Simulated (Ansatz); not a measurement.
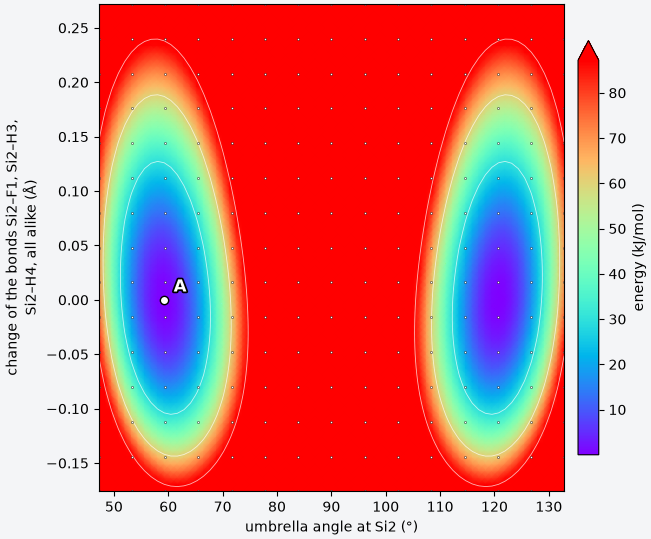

FH₂Si, SMILES F[SiH2-], charge −1. The first coordinate is: umbrella angle at Si2 (between each of its bonds and their common axis; 90 is planar); the second: change of the bonds Si2–F1, Si2–H3, Si2–H4, all alike. Nothing is relaxed (all other coordinates rigid). The grid has 15 × 15 points; 120 points were computed and 105 follow by symmetry. Points are written as (first, second). All energies are given in kJ/mol relative to the relaxed molecule at the same level. The restricted reference is unstable at some or all points, so the energies there are unreliable. Method: Ansatz 0.2.0, RHF-MP2, frozen core/def2-TZVPD.

Drawn: a smooth colour map with a few white contour lines, dots at the grid points, one colour for all values above the top of the scale, the well A. Between grid points the surface is interpolated.

Q: Estimate the position of the minimum and the force constants in these coordinates. Take the well at A.

A: The interpolated minimum is at the first coordinate ≈ 59.2°, the second coordinate ≈ 0.000 Å. The curvatures there are about 31 eV/rad² and 48 eV/Å², with a cross term of about 5.9 eV/(rad·Å). Round the minimum the valley is somewhat tilted: raising the first coordinate shifts the best value of the second coordinate downwards (coupling k₁₂/√(k₁₁k₂₂) about 0.2). (1 eV is 96.5 kJ/mol.)
